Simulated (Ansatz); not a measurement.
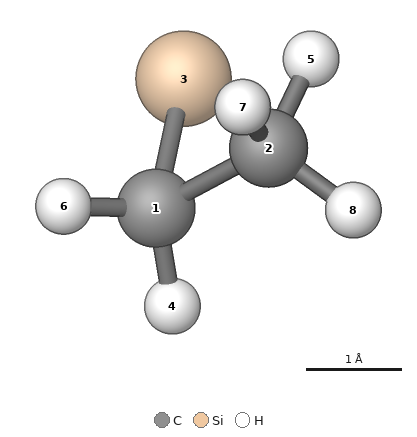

**Figure 1.** The input geometry (ball-and-stick view, seen at a tilt; atoms are numbered from 1 in the order of the input).

Geometry relaxation, with input and output: C$_{2}$H$_{5}$Si (charge +1)

The run: geometry relaxation of C$_{2}$H$_{5}$Si, charge +1. Method and program: RKS PBE0-D4/def2-TZVP (Ansatz 0.2.0).

Figures and captions count atoms from 1; the log counts them from 0 in places.

Output:
```
Functional definition: PBE0
  name "PBE0"
  cite "Adamo & Barone, J. Chem. Phys. 110, 6158 (1999) doi:10.1063/1.478522"
  cite "Perdew, Burke & Ernzerhof, Phys. Rev. Lett. 77, 3865 (1996) doi:10.1103/PhysRevLett.77.3865"
  parent pbe
  parameter a = 0.25
  parameter kappa = 0.804
  parameter beta = 0.06672455060314922
  exchange = (1 - a)*pbe_x(kappa = kappa, mu = beta*pi^2/3) + a*exact_x
  correlation = pbe_c(beta = beta)
848 factors; their error is unknown
mean field evaluation 1: about -10000.3616 eV, gradient 8.7e1 eV
mean field evaluation 2: about -9919.6460 eV, gradient 1.6e2 eV
mean field evaluation 4: about -10018.5642 eV, gradient 8.9e0 eV
mean field evaluation 8: about -10018.7615 eV, gradient 1.3e-1 eV
mean field evaluation 16: about -10018.7824 eV, gradient 6.1e-5 eV
mean field -10018.78238433 eV, -368.1834616494 hartree, gradient 6.1e-5 eV, S^2 0.000000; 0 other end points of the search recorded, 0 dependent functions left out
the calculation of the forces begins
reference -10018.78241099 eV, -368.1834626291 hartree; 15, 15 occupied and 114, 114 virtual orbitals, 848 factors
relax step   1: F+E_penalty+E_count = -10018.87607409 eV  Δ(F+E_penalty+E_count) = +0.000e0 eV  max|allowed force component| = 5.861e-1 eV/Å  Δτ_max = 0.0000 Å  (27 SCF iters, accepted)
these checks for a lower state are left out or cut short: starts, cluster_reference, orbital_swaps, neighbouring_geometries, increment
848 factors; their error is unknown
mean field -10018.81352553 eV, -368.1846060676 hartree, gradient 2.4e-5 eV, S^2 0.000000; 0 other end points of the search recorded, 0 dependent functions left out
the calculation of the forces begins
reference -10018.81355209 eV, -368.1846070434 hartree; 15, 15 occupied and 114, 114 virtual orbitals, 848 factors
relax step   2: F+E_penalty+E_count = -10018.90732228 eV  Δ(F+E_penalty+E_count) = -3.125e-2 eV  max|allowed force component| = 2.323e-1 eV/Å  Δτ_max = 0.0201 Å  (30 SCF iters, accepted)
these checks for a lower state are left out or cut short: starts, cluster_reference, orbital_swaps, neighbouring_geometries, increment
848 factors; their error is unknown
mean field -10018.81780548 eV, -368.1847633526 hartree, gradient 2.4e-5 eV, S^2 0.000000; 0 other end points of the search recorded, 0 dependent functions left out
the calculation of the forces begins
reference -10018.81783198 eV, -368.1847643267 hartree; 15, 15 occupied and 114, 114 virtual orbitals, 848 factors
relax step   3: F+E_penalty+E_count = -10018.91166924 eV  Δ(F+E_penalty+E_count) = -4.347e-3 eV  max|allowed force component| = 6.588e-2 eV/Å  Δτ_max = 0.0121 Å  (30 SCF iters, accepted)
these checks for a lower state are left out or cut short: starts, cluster_reference, orbital_swaps, neighbouring_geometries, increment
848 factors; their error is unknown
mean field evaluation 32: about -10018.7959 eV, gradient 3.9e-1 eV
mean field -10018.81798260 eV, -368.1847698618 hartree, gradient 2.3e-5 eV, S^2 0.000000; 0 other end points of the search recorded, 0 dependent functions left out
the calculation of the forces begins
reference -10018.81800911 eV, -368.1847708360 hartree; 15, 15 occupied and 114, 114 virtual orbitals, 848 factors
relax step   4: F+E_penalty+E_count = -10018.91185071 eV  Δ(F+E_penalty+E_count) = -1.815e-4 eV  max|allowed force component| = 4.275e-2 eV/Å  Δτ_max = 0.0016 Å  (31 SCF iters, accepted)
these checks for a lower state are left out or cut short: starts, cluster_reference, orbital_swaps, neighbouring_geometries, increment
848 factors; their error is unknown
mean field -10018.81805309 eV, -368.1847724521 hartree, gradient 2.3e-5 eV, S^2 0.000000; 0 other end points of the search recorded, 0 dependent functions left out
the calculation of the forces begins
reference -10018.81807960 eV, -368.1847734266 hartree; 15, 15 occupied and 114, 114 virtual orbitals, 848 factors
relax step   5: F+E_penalty+E_count = -10018.91194496 eV  Δ(F+E_penalty+E_count) = -9.425e-5 eV  max|allowed force component| = 2.992e-2 eV/Å  Δτ_max = 0.0069 Å  (31 SCF iters, accepted)
these checks for a lower state are left out or cut short: starts, cluster_reference, orbital_swaps, neighbouring_geometries, increment
848 factors; their error is unknown
mean field -10018.81813656 eV, -368.1847755198 hartree, gradient 2.3e-5 eV, S^2 0.000000; 0 other end points of the search recorded, 0 dependent functions left out
the calculation of the forces begins
reference -10018.81816308 eV, -368.1847764944 hartree; 15, 15 occupied and 114, 114 virtual orbitals, 848 factors
relax step   6: F+E_penalty+E_count = -10018.91201680 eV  Δ(F+E_penalty+E_count) = -7.184e-5 eV  max|allowed force component| = 9.444e-3 eV/Å  Δτ_max = 0.0020 Å  (31 SCF iters, accepted)
these checks for a lower state are left out or cut short: starts, cluster_reference, orbital_swaps, neighbouring_geometries, increment
848 factors; their error is unknown
mean field -10018.81813885 eV, -368.1847756038 hartree, gradient 2.3e-5 eV, S^2 0.000000; 0 other end points of the search recorded, 0 dependent functions left out
the calculation of the forces begins
reference -10018.81816536 eV, -368.1847765783 hartree; 15, 15 occupied and 114, 114 virtual orbitals, 848 factors
relax step   7: F+E_penalty+E_count = -10018.91202097 eV  Δ(F+E_penalty+E_count) = -4.167e-6 eV  max|allowed force component| = 1.588e-3 eV/Å  Δτ_max = 0.0005 Å  (30 SCF iters, accepted)
848 factors; their error is unknown
mean field evaluation 64: about -10018.8181 eV, gradient 4.4e-3 eV
```

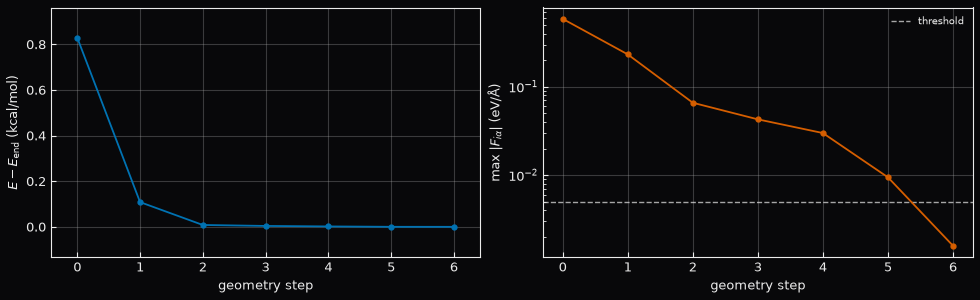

**Figure 2.** Progress of the relaxation, step by step (the first geometry is step 0 here and step 1 in the log).

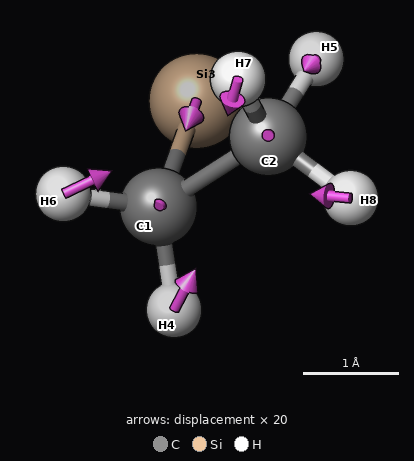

**Figure 3.** The starting structure with the displacements as pink arrows, magnified 20 times (ball-and-stick view, seen at a tilt). The two geometries are laid on each other by the best rigid fit. After 6 geometry steps the energy has fallen by 0.83 kcal/mol. The largest force component goes from 0.59 to 0.0016 eV/Å. H6 moves most after the best rigid fit: 0.029 Å. By element the largest moves are H 0.029 Å, Si 0.023 Å, C 0.006 Å. Among the contacts that change: C1–Si3 1.849 → 1.821 Å, C1–H4 1.111 → 1.092 Å, C2–H5 1.171 → 1.153 Å. (Atoms are counted from 1 in the order of the input.)

```
mean field -10018.81813885 eV, -368.1847756038 hartree, gradient 2.3e-5 eV, S^2 0.000000; 1 other end points of the search recorded, 0 dependent functions left out
the calculation of the forces begins
reference -10018.81816536 eV, -368.1847765783 hartree; 15, 15 occupied and 114, 114 virtual orbitals, 848 factors
Total energy: -10018.91204749 eV, -368.1882266827 hartree
Atom 0 at    -0.522245     0.247622     0.099644 Å, force    -0.001588     0.000375     0.000521 eV/Å
Atom 1 at     0.787801    -0.465960     0.473821 Å, force     0.001574     0.000223     0.000695 eV/Å
Atom 2 at    -0.968085    -1.350481    -0.651950 Å, force     0.000048     0.000466     0.000115 eV/Å
Atom 3 at    -1.125960     0.562131     0.953471 Å, force    -0.000215     0.000652    -0.000821 eV/Å
Atom 4 at     0.832778    -1.563888     0.124964 Å, force     0.000584     0.000400    -0.000055 eV/Å
Atom 5 at    -0.400294     1.086790    -0.588212 Å, force    -0.000830    -0.000218    -0.000289 eV/Å
Atom 6 at     1.662770    -0.044645    -0.019113 Å, force     0.000243    -0.000951     0.000255 eV/Å
Atom 7 at     0.927194    -0.573297     1.548588 Å, force     0.000183    -0.000947    -0.000422 eV/Å
Dipole moment:    -0.077930    -0.087335    -0.066192 e Å
```

Trajectory as extended XYZ (Å, eV, eV/Å), 7 frames, from step=1 to step=7:
```
8
Properties=species:S:1:pos:R:3:forces:R:3 step=1 energy=-10018.87607
C    -0.5215    0.2533    0.1011   -0.2671   0.1626  -0.0673
C     0.7907   -0.4622    0.4761    0.3737  -0.0558   0.1594
Si   -0.9697   -1.3707   -0.6620    0.1848   0.4517   0.2397
H    -1.1496    0.5747    0.9597    0.3768  -0.2353  -0.4334
H     0.8290   -1.5783    0.1229   -0.0579   0.3197   0.0772
H    -0.4138    1.1112   -0.5967    0.0020  -0.5123   0.3550
H     1.6869   -0.0491   -0.0269   -0.5024  -0.2050   0.2556
H     0.9419   -0.5807    1.5671   -0.1099   0.0743  -0.5861
8
Properties=species:S:1:pos:R:3:forces:R:3 step=2 energy=-10018.90732
C    -0.5197    0.2506    0.1011   -0.1332   0.0063  -0.0550
C     0.7881   -0.4596    0.4759    0.1182  -0.1091   0.0185
Si   -0.9656   -1.3616   -0.6565    0.0942   0.2323   0.1227
H    -1.1336    0.5640    0.9551    0.1033  -0.0659  -0.1334
H     0.8236   -1.5666    0.1234    0.0083   0.1168   0.0411
H    -0.4041    1.0951   -0.5897   -0.0084  -0.1493   0.1014
H     1.6712   -0.0483   -0.0223   -0.1461  -0.0552   0.0716
H     0.9340   -0.5753    1.5542   -0.0363   0.0242  -0.1670
8
Properties=species:S:1:pos:R:3:forces:R:3 step=3 energy=-10018.91167
C    -0.5197    0.2504    0.1012   -0.0518  -0.0238  -0.0288
C     0.7866   -0.4619    0.4745    0.0329  -0.0659  -0.0074
Si   -0.9613   -1.3518   -0.6507   -0.0012   0.0195   0.0055
H    -1.1292    0.5605    0.9520    0.0002   0.0075   0.0166
H     0.8268   -1.5639    0.1248    0.0025   0.0283   0.0096
H    -0.4026    1.0886   -0.5877    0.0101   0.0134  -0.0069
H     1.6638   -0.0491   -0.0209    0.0091   0.0144  -0.0051
H     0.9294   -0.5745    1.5479   -0.0018   0.0065   0.0165
8
Properties=species:S:1:pos:R:3:forces:R:3 step=4 energy=-10018.91185
C    -0.5206    0.2493    0.1005   -0.0352   0.0032  -0.0119
C     0.7867   -0.4630    0.4742    0.0347  -0.0427   0.0012
Si   -0.9626   -1.3515   -0.6508   -0.0081   0.0038  -0.0030
H    -1.1280    0.5606    0.9528    0.0004   0.0053   0.0042
H     0.8278   -1.5637    0.1249    0.0068   0.0143   0.0070
H    -0.4013    1.0882   -0.5878    0.0022   0.0055  -0.0015
H     1.6633   -0.0477   -0.0207    0.0012   0.0063  -0.0006
H     0.9286   -0.5740    1.5482   -0.0020   0.0043   0.0045
8
Properties=species:S:1:pos:R:3:forces:R:3 step=5 energy=-10018.91194
C    -0.5213    0.2480    0.1002   -0.0299  -0.0079  -0.0160
C     0.7877   -0.4650    0.4741    0.0185  -0.0200   0.0010
Si   -0.9690   -1.3497   -0.6527    0.0130   0.0059   0.0084
H    -1.1266    0.5612    0.9533    0.0020   0.0068   0.0029
H     0.8338   -1.5629    0.1264   -0.0145  -0.0109  -0.0108
H    -0.4007    1.0866   -0.5885    0.0023   0.0056   0.0031
H     1.6628   -0.0459   -0.0202    0.0039   0.0100   0.0073
H     0.9272   -0.5740    1.5486    0.0047   0.0104   0.0040
8
Properties=species:S:1:pos:R:3:forces:R:3 step=6 energy=-10018.91202
C    -0.5225    0.2479    0.0996    0.0093  -0.0092   0.0025
C     0.7880   -0.4661    0.4739   -0.0094   0.0066  -0.0025
Si   -0.9679   -1.3503   -0.6520   -0.0010   0.0001  -0.0005
H    -1.1264    0.5621    0.9533    0.0007   0.0008   0.0013
H     0.8327   -1.5641    0.1251    0.0006   0.0010   0.0001
H    -0.4007    1.0870   -0.5882    0.0013   0.0009  -0.0008
H     1.6630   -0.0450   -0.0191    0.0000   0.0005  -0.0014
H     0.9276   -0.5733    1.5486   -0.0015  -0.0007   0.0011
8
Properties=species:S:1:pos:R:3:forces:R:3 step=7 energy=-10018.91202
C    -0.5222    0.2476    0.0996   -0.0016   0.0004   0.0005
C     0.7878   -0.4660    0.4738    0.0016   0.0002   0.0007
Si   -0.9681   -1.3505   -0.6520    0.0000   0.0005   0.0001
H    -1.1260    0.5621    0.9535   -0.0002   0.0007  -0.0008
H     0.8328   -1.5639    0.1250    0.0006   0.0004  -0.0001
H    -0.4003    1.0868   -0.5882   -0.0008  -0.0002  -0.0003
H     1.6628   -0.0446   -0.0191    0.0002  -0.0010   0.0003
H     0.9272   -0.5733    1.5486    0.0002  -0.0009  -0.0004
```

This output came from the following input.

Input file:
```yaml
crystal:
  periodic: [false, false, false]
  atoms:
    - {symbol: C, position_ang: [-0.521517, 0.253316, 0.101053]}
    - {symbol: C, position_ang: [0.790709, -0.462172, 0.476129]}
    - {symbol: Si, position_ang: [-0.969741, -1.370681, -0.662000]}
    - {symbol: H, position_ang: [-1.149574, 0.574718, 0.959743]}
    - {symbol: H, position_ang: [0.829000, -1.578319, 0.122875]}
    - {symbol: H, position_ang: [-0.413777, 1.111240, -0.596745]}
    - {symbol: H, position_ang: [1.686944, -0.049138, -0.026893]}
    - {symbol: H, position_ang: [0.941916, -0.580693, 1.567052]}
basis:
  gaussian: {orbitals: def2-TZVP}
total_charge: 1
hamiltonian: {xc: pbe0, dispersion: d4}
relax: {f_tol: 0.005, max_steps: 200}
```

Launched with:
```bash
ansatz run in.yaml --threads 2 --pin off --events-out ev --progress --plain --max-ram 4352MiB
```

Summary:

| quantity | value |
| --- | --- |
| outcome | converged |
| total energy | −10018.9120 eV |
| mean-field energy | −10018.8182 eV |
| dispersion energy | −0.0939 eV |
| SCF solution under orbital rotations | stable |
| largest force (length of the vector) at the end | 0.002 eV/Å |
| hardware | 2 threads of Arm Neoverse V1, 23 GiB of memory available, shared host |
| wall time | 16 s (CPU time 29 s) |
| peak memory | 0.21 GiB |
